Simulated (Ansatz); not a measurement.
# ClF4Ta···H3Si (doublet): what the fields show

```xyz
10

Ta   -0.3185   -0.0003    0.0000
Cl    1.9720   -0.0005   -0.0015
F    -0.5626   -0.0003    1.8798
F    -0.5658   -0.0003   -1.8795
F    -1.1140    1.6973    0.0006
F    -1.1142   -1.6978    0.0006
Si    5.8045    0.0015   -0.0010
H     6.2452   -1.3806    0.3964
H     6.2552    0.3475   -1.3936
H     6.2504    1.0336    0.9981
```

Core potentials replace the inner electrons of Ta.

Computed with UKS PBE/def2-SVP (Ansatz 0.2.0).

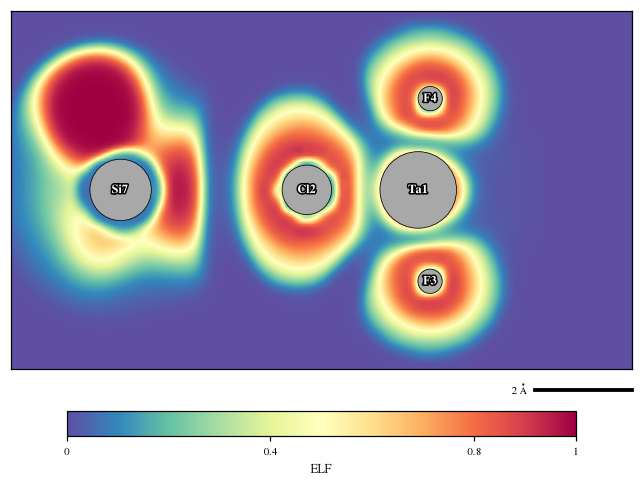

Figure 1. ELF on the plane of atoms Cl2, Ta1 and F3. Grey discs cover the atomic cores.

**Describe what can be read from this map.**

- The plane passes through Ta, Cl, F and Si nuclei.
- Si7···Cl2 (3.83 Å): the ELF dips to about 0.05 between them: a non-bonded, intermolecular contact.
- Ta–F (1.90 Å): the ELF peaks at about 0.85 in the valence shell of F, 0.5 Å from its nucleus, and drops to about 0.20 between the two atoms.
- Ta–Cl (2.29 Å): the ELF peaks at about 0.85 in the valence shell of Cl, 0.9 Å from its nucleus, and is about 0.40 at the midpoint.

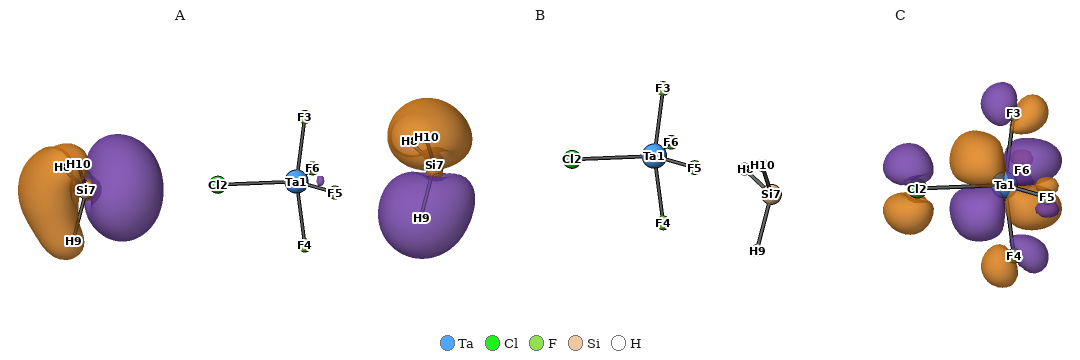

Figure 2. Three frontier orbitals at ±0.1 Å⁻³ᐟ² (orange and purple are the two phases), in no order.

**Which picture is the HOMO−1, the HOMO and the LUMO? All are α orbitals.**

B is the HOMO−1 (α) (−8.81 eV). It lies mainly on Si7 (about 45 %), H9 (about 35 %) and H10 (about 15 %). A is the HOMO (α) (−5.41 eV). By Hirshfeld shares it lies mainly on Si7 (about 80 %). C is the LUMO (α) (−3.71 eV). By Hirshfeld shares it lies mainly on Ta1 (about 65 %), Cl2 (about 10 %), F4 (about 10 %) and F3 (about 10 %).

**What is the gap between the highest occupied and lowest empty α orbitals?**

1.70 eV between the orbital energies.

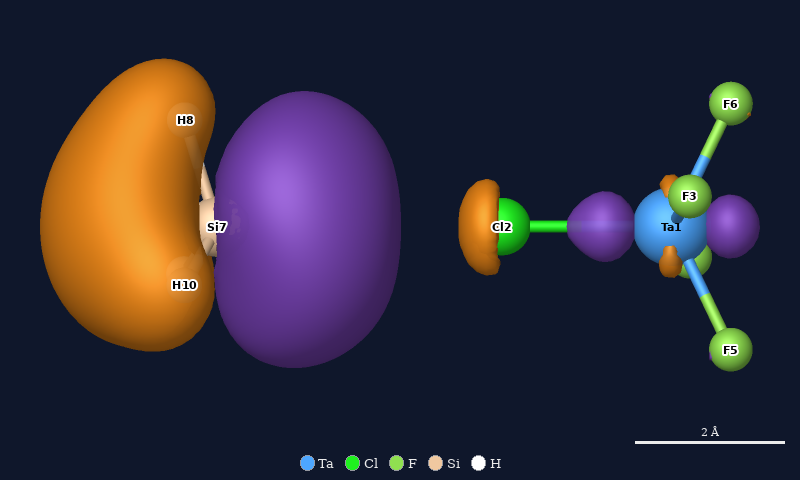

Figure 3. The HOMO (α) at ±0.06 Å⁻³ᐟ² (orange and purple are the two phases), seen from one side.

**Describe this orbital and give its energy.**

It lies mainly on Si7 (about 80 %). Its energy is −5.41 eV.
